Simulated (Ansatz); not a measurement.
## Electronic structure of C₂H₆OZn (SMILES CO[CH2][ZnH]) in real space

```yaml
atoms:
  - { symbol: C, position_ang: [-0.7787, 1.0106, 1.0220] }
  - { symbol: O, position_ang: [-0.3656, -0.2472, 0.5653] }
  - { symbol: C, position_ang: [0.4270, -0.1633, -0.6065] }
  - { symbol: Zn, position_ang: [0.9181, -1.9968, -1.1099] }
  - { symbol: H, position_ang: [-1.3794, 0.8609, 1.9208] }
  - { symbol: H, position_ang: [0.0817, 1.6494, 1.2686] }
  - { symbol: H, position_ang: [-1.3865, 1.5307, 0.2675] }
  - { symbol: H, position_ang: [1.3189, 0.4575, -0.4214] }
  - { symbol: H, position_ang: [-0.1327, 0.3404, -1.4117] }
  - { symbol: H, position_ang: [1.2972, -3.4422, -1.4947] }
```

Geometry: PBE0-D4/def2-TZVP.

Level of theory: Ansatz 0.2.0, RKS PBE0-D4/def2-TZVPP.

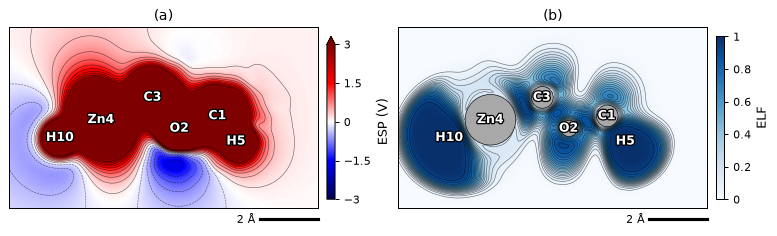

Figure 1. (a) molecular electrostatic potential; (b) electron localisation function on the plane of atoms O2, C1 and H5. Grey discs cover the atomic cores in the ELF map.

> What does the map show?

The section cuts through C, O, Zn and H sites. C–O (1.40 Å): the ELF peaks at about 0.85 between the atoms; a polar covalent bond. C–Zn (1.96 Å): the ELF peaks at about 0.95 in the valence shell of C, 0.7 Å from its nucleus, and is about 0.50 at the midpoint. C–H (1.09 Å): the ELF climbs to about 1 towards the hydrogen, as it does in any bond to H; a covalent bond by its length. Zn–H (1.54 Å): the ELF climbs to about 1 towards the hydrogen. The ELF also peaks beside O2, away from the bonds: lone-pair regions. Outside the dense part of the molecule the potential is most negative (−1.7 V) near O2.

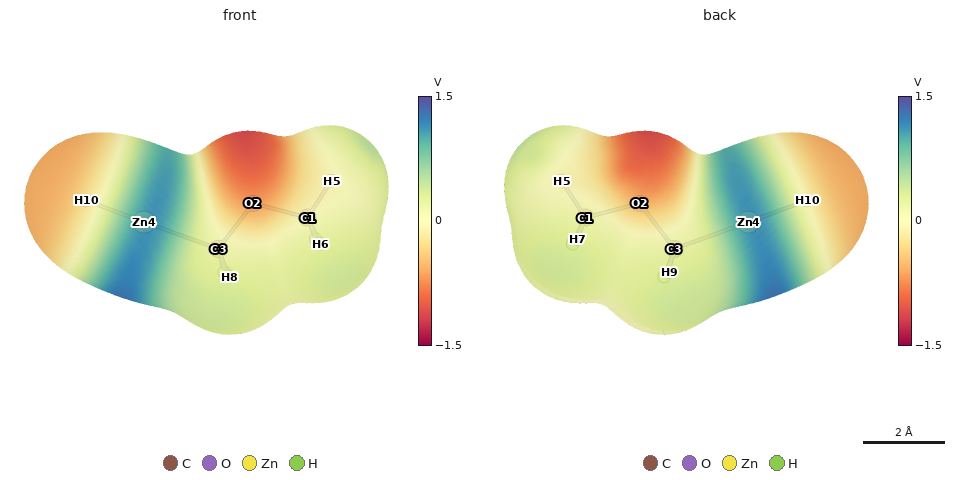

Figure 2. The electrostatic potential painted on the density surface at 0.001 e/bohr³, seen from the front and from behind; red is negative and blue positive.

> Where is the surface potential most negative and most positive?

The most negative region (about −1.1 V) lies over O2, the most positive (about +1.3 V) over Zn4. O2 is the likeliest acceptor of a hydrogen bond.
